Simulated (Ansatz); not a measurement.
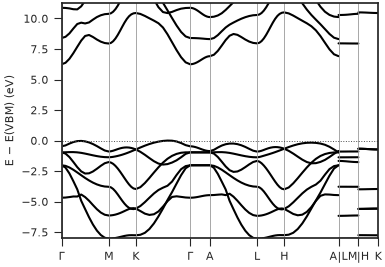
Figure. Band structure from DFT-PBE in the program Ansatz with PAW potentials

**Question.** Read off the gap and where the band edges lie.

**Answer.** About 6.3 eV (6.25 eV by a search for the band edges); maximum on the K–Γ line, 61 % of the way from K, minimum at Γ.

The material is SiO2 (CdI2 type, P-3m1).

The cell is a constructed one: a structure type filled with these elements; neither database checked (COD, Materials Project) lists it. It is not the phase usual at ambient conditions (space group No. 92, 152, 154). Symmetry was held in the PBE relaxation; whether a distortion lowers the energy is not shown. A crystal of weakly bound layers computed without a dispersion correction: the cell and the soft elastic constants depend strongly on that.

Potentials: the later of the program's two PAW sets.
